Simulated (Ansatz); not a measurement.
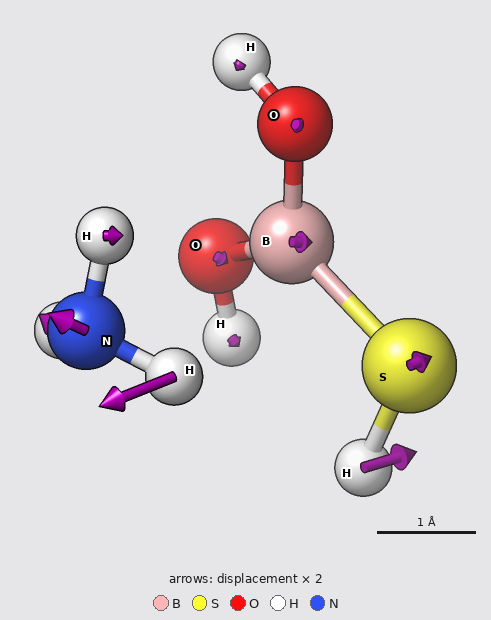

A relaxation of BNH$_{6}$SO$_{2}$. The starting structure is drawn; purple arrows show the displacements, magnified 2 times. The two geometries are superimposed by the best rigid fit.

Style: ball-and-stick. Shown from a free direction.

The run prepares an end point of a later path (reaction) calculation, from a guessed geometry.

These are results of Ansatz 0.2.0, RKS PBE-D4/6-31G*, not measurements.

Input file:
```yaml
crystal:
  periodic: [false, false, false]
  atoms:
    - { symbol: B, position_ang: [0.340833, -0.852813, 0.032921] }
    - { symbol: S, position_ang: [1.234776, -0.542112, -1.589124] }
    - { symbol: O, position_ang: [0.805126, -0.49068, 1.283056] }
    - { symbol: O, position_ang: [-0.782145, -1.63384, -0.069233] }
    - { symbol: H, position_ang: [-0.556704, 1.32267, -0.95016] }
    - { symbol: "N", position_ang: [-1.21137, 1.536057, -0.191867] }
    - { symbol: H, position_ang: [2.11028, 0.380834, -1.108209] }
    - { symbol: H, position_ang: [1.684294, -0.071863, 1.258487] }
    - { symbol: H, position_ang: [-1.092445, -1.861681, 0.830729] }
    - { symbol: H, position_ang: [-0.672667, 1.47167, 0.678262] }
    - { symbol: H, position_ang: [-1.859878, 0.741659, -0.174862] }
basis:
  gaussian: { orbitals: "6-31G*" }
hamiltonian:
  xc: pbe
  dispersion: d4
relax:
  f_tol: 0.03
  max_steps: 50
output:
  orbitals: {}
```

Launched with:
```bash
ansatz run input.yaml --threads 2 --pin off --max-ram 3072MiB --backend cpu --events-out ev --progress --plain --runs-dir out
```

### Which element moves most?

Hydrogen: up to 0.46 Å, against 0.25 Å for nitrogen.

### Describe the change and its energy.

The energy falls by 6.06 kJ/mol in 9 accepted moves (10 points after the start). The largest force component goes from 0.3 to 0.0098 eV/Å. The line search rejected the trial step at point 2 of the run. The atom that moves furthest after the best rigid fit is H5 (0.46 Å). By element the largest moves are H 0.46 Å, N 0.25 Å, S 0.15 Å, B 0.13 Å, O 0.08 Å. Near-neighbour distances that change, for instance: B1–S2 1.878 → 1.849 Å. The run took 13 s on 2 threads of Intel(R) Xeon(R) Platinum 8559C (Emerald Rapids), on a shared host, peak memory 0.17 GiB.

Limits of the set-up: the start holds two separate molecules, 2.5 Å apart at their closest, whose relative position is a soft coordinate.
